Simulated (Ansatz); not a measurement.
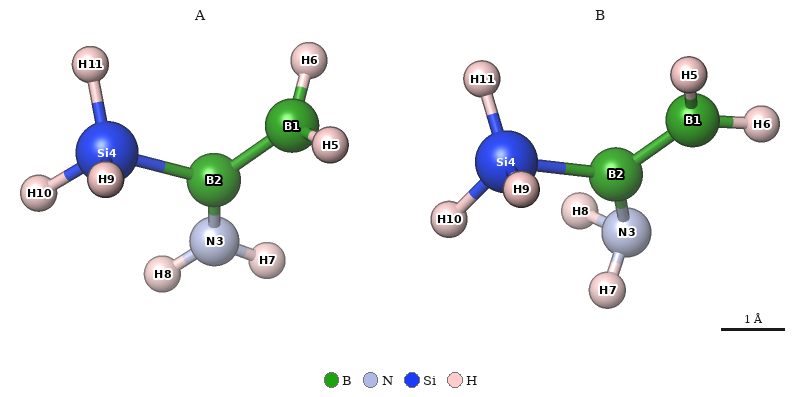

Two geometries of B₂SiNH₇, drawn at one scale. One is the start of a relaxation, the other its converged end. A ball-and-stick model, seen from a free direction.

Method: Ansatz, RKS PBE0-D4/STO-3G. Set-up: no spin polarisation; force threshold 0.015 eV/Å; at most 40 steps.

> Which one is relaxed?

Structure A is the relaxed one. The run prepares an end point of a later path (torsion) calculation, from a guessed geometry. After 17 accepted moves (19 points after the start) the energy has fallen by 289.0 kJ/mol. The largest force component goes from 4.2 to 0.015 eV/Å. The line search rejected the trial steps at points 13, 16 of the run. The largest move after the best rigid fit is that of H6, 1.33 Å. By element the largest moves are H 1.33 Å, N 0.30 Å, Si 0.16 Å, B 0.10 Å. Some distances before and after: B2–N3 1.512 → 1.382 Å, N3–H8 1.110 → 1.038 Å, B1–H6 1.226 → 1.176 Å, Si4–H11 1.396 → 1.444 Å. Bond angles that change, for instance: B2–N3–H8 104.4° → 124.7°, B2–N3–H7 108.5° → 124.3°, B1–B2–N3 119.5° → 127.8°. Groups turn about B1–B2 by about 85°.

Limits of the set-up: STO-3G is a minimal basis, so the numbers are rough.
